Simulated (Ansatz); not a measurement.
| atom | x (Å) | y (Å) | z (Å) |
| --- | --- | --- | --- |
| Ge | -0.0992 | 0.0247 | 0.0319 |
| F | 0.1790 | 0.1751 | 1.7122 |
| F | 1.3717 | 0.3257 | -0.8156 |
| F | -1.1786 | 1.3175 | -0.3925 |
| O | -0.9145 | -1.4861 | -0.3720 |
| H | -1.7716 | -1.2683 | -0.7928 |
| S | 1.8034 | -2.5459 | 1.3172 |
| H | 0.5871 | -3.1061 | 1.0679 |
| H | 1.2289 | -1.6152 | 2.1655 |

Not at a stationary point (largest force 0.9 eV/Å).

These are results of RKS PBE-D4/def2-SVP (Ansatz), not measurements.

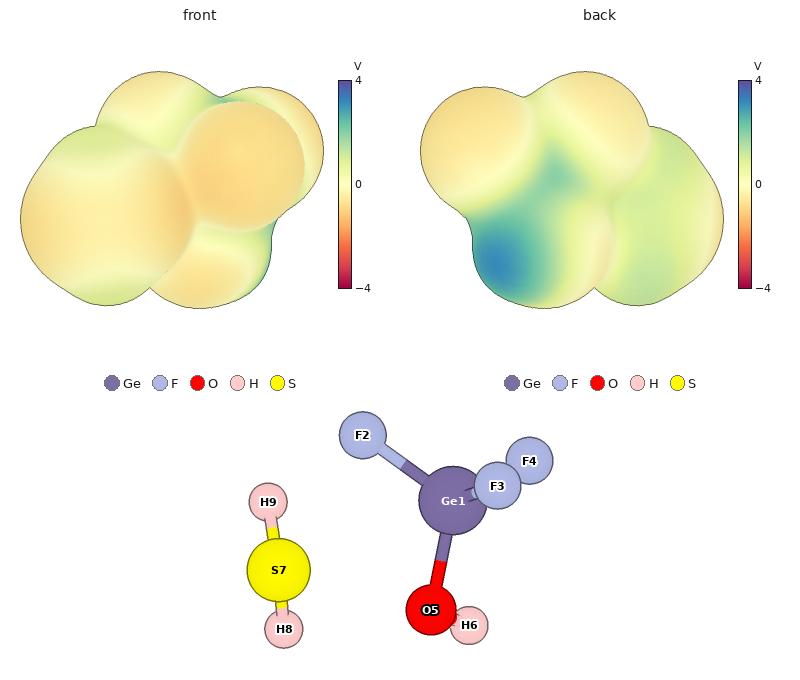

F3GeHO···H2S. The molecular electrostatic potential painted on the density surface at 0.002 e/bohr³, seen from the front and from behind; the colour scale runs from red (negative) to blue (positive). The bare structure is drawn below in the same view.

**Describe the electrostatic potential map.**

The most negative region (about −0.9 V, or −21 kcal/mol for a unit charge) lies over the gap between the two molecules, near Ge1, F3 and S7, the most positive (about +3.0 V, or +69 kcal/mol for a unit charge) over H6.
